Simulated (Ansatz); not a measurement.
ZnCu$_{2}$SnS$_{4}$ (kesterite type, space group I-4)

```cif
data_Cu4S8Sn2Zn2
_chemical_formula_sum 'Cu4 Zn2 Sn2 S8'
_space_group_name_H-M_alt 'I-4'
_space_group_IT_number 82
_space_group_name_Hall 'I -4'
_cell_length_a 5.46833
_cell_length_b 5.46833
_cell_length_c 10.93485
_cell_angle_alpha 90.000
_cell_angle_beta 90.000
_cell_angle_gamma 90.000
loop_
_atom_site_label
_atom_site_type_symbol
_atom_site_symmetry_multiplicity
_atom_site_Wyckoff_symbol
_atom_site_fract_x
_atom_site_fract_y
_atom_site_fract_z
_atom_site_occupancy
Cu1 Cu 2 a 0.00000 0.00000 0.00000 1
Cu2 Cu 2 c 0.00000 0.50000 0.25000 1
Zn1 Zn 2 d 0.50000 0.00000 0.25000 1
Sn1 Sn 2 b 0.00000 0.00000 0.50000 1
S1 S 8 g 0.25834 0.26628 0.37060 1
```
(The calculation used a cell of 8 atoms; values per cell refer to that cell.)

E(V) scan at fixed shape, V₀ the volume above. The atoms relax within the cell's symmetry.

These are PBE (plane waves to 420 eV, PAW, scalar-relativistic; Ansatz, an electronic-structure program) values and carry that method's errors. k mesh 9×9×9 (Γ-centred), Fermi-Dirac smearing 0.05 eV. E stands for the smeared free energy. With the shape held, the modulus is that of even scaling; a crystal free to change shape is softer. At this level the bands of ZnCu2SnS4 touch or barely overlap; measurements give the solid a gap. ZnCu2SnS4 is run without spin polarisation. ZnCu2SnS4 was relaxed with its symmetry unable to fall. ΔE is measured from the relaxed starting cell.

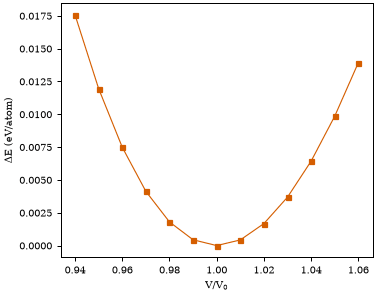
ΔE (eV/atom) against V/V₀; computed points joined by lines.

The pressure at the smallest volume is 4.9 GPa and the energy cost of the largest compression is 18 meV/atom. The pressure derivative B₀′ (fit) is 4.9 and the equilibrium volume of the fit is 20.44 Å³/atom. The pressure for 5 % compression (fit) comes out as 3.9 GPa.

P = (3B₀/2)(x⁷ − x⁵)[1 + ¾(B₀′ − 4)(x² − 1)] with x = (1/0.95)^(1/3), B₀ = 67.9 GPa and B₀′ = 4.85.

(A scan under strain: stresses follow from slopes of the energy per volume, elastic moduli from its curvatures.)
